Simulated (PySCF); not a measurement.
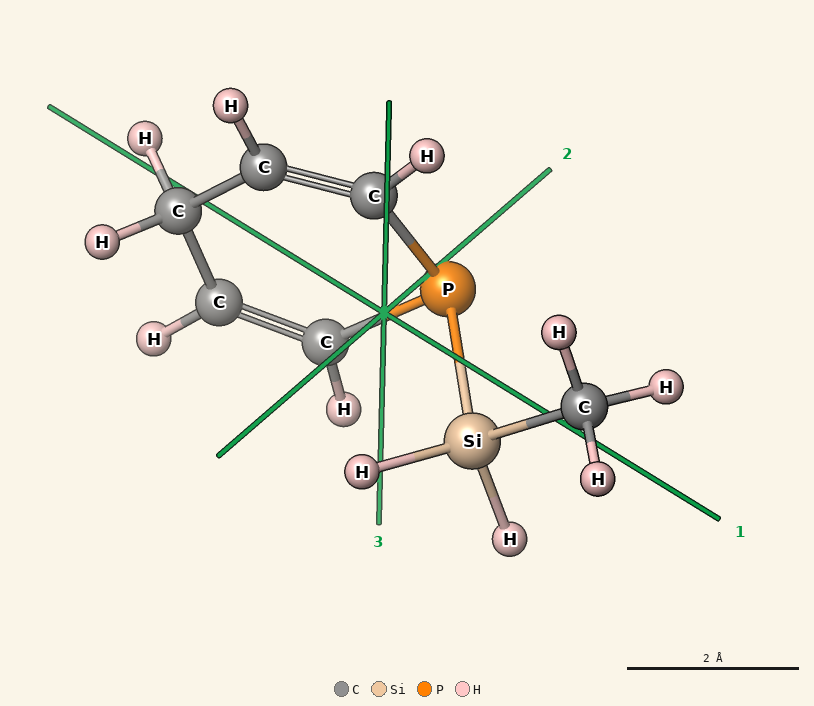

The three principal axes of inertia are drawn and numbered. Depth is shown by fading: the farther an atom, the more it takes the colour of the background. The geometry was computed by an optimisation with PBE0-D3(BJ)/def2-SVP. No frequency run is at hand to confirm it as a minimum. Masses are those of the most abundant isotopes; constants are for the rigid equilibrium geometry.

> Which line is the a axis (least moment of inertia), which b and which c?

a is line 1, b is line 3, c is line 2; the moments are 186, 546, 617 u Å².

> What kind of rotor is it, and what are its rotational constants in MHz?

An asymmetric top (C1): A = 2716, B = 925, C = 819 MHz. Ray's parameter κ is −0.89, close to the prolate limit.
